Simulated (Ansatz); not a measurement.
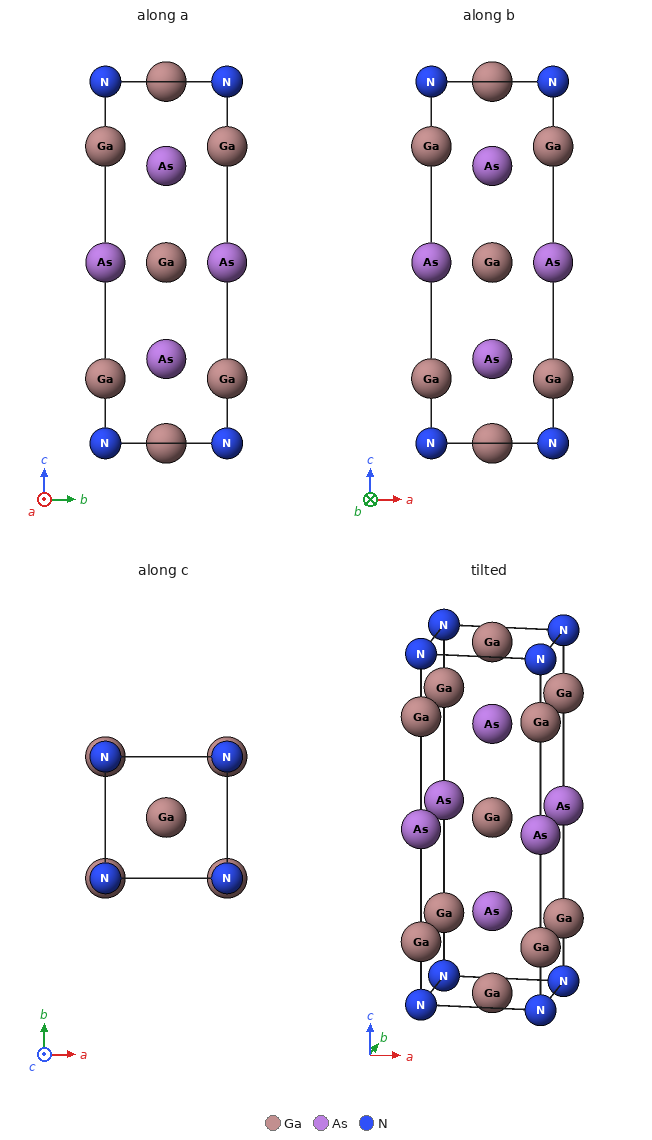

The figure gives a spheres-only picture of the atoms, viewed along the a axis, along the b axis, along the c axis and slightly off an axis. The conventional unit cell is drawn as a box.

Lattice parameters: a = 3.6528 Å, b = 3.6528 Å, c = 10.8585 Å, α = 90.000°, β = 90.000°, γ = 90.000°.

Question: Record the structure as a CIF in P1 with every atom of the cell, with free fractional coordinates to two decimals.

Answer:
```cif
data_structure
_symmetry_space_group_name_H-M 'P 1'
_symmetry_Int_Tables_number 1
_cell_length_a 3.6528
_cell_length_b 3.6528
_cell_length_c 10.8585
_cell_angle_alpha 90.000
_cell_angle_beta 90.000
_cell_angle_gamma 90.000
_cell_volume 144.88
loop_
_atom_site_label
_atom_site_type_symbol
_atom_site_fract_x
_atom_site_fract_y
_atom_site_fract_z
_atom_site_occupancy
Ga1 Ga 0.00 0.00 0.18 1
Ga2 Ga 0.50 0.50 0.50 1
Ga3 Ga 0.00 0.00 0.82 1
Ga4 Ga 0.50 0.50 0.00 1
As1 As 0.50 0.50 0.23 1
As2 As 0.00 0.00 0.50 1
As3 As 0.50 0.50 0.77 1
N1 N 0.00 0.00 0.00 1
```

Origin of the cell: a structure type filled with these elements by a generator (whether the compound takes this form wasn't checked). The geometry was optimised with DFT PBE, scalar-relativistic, plane waves, PAW (Ansatz).
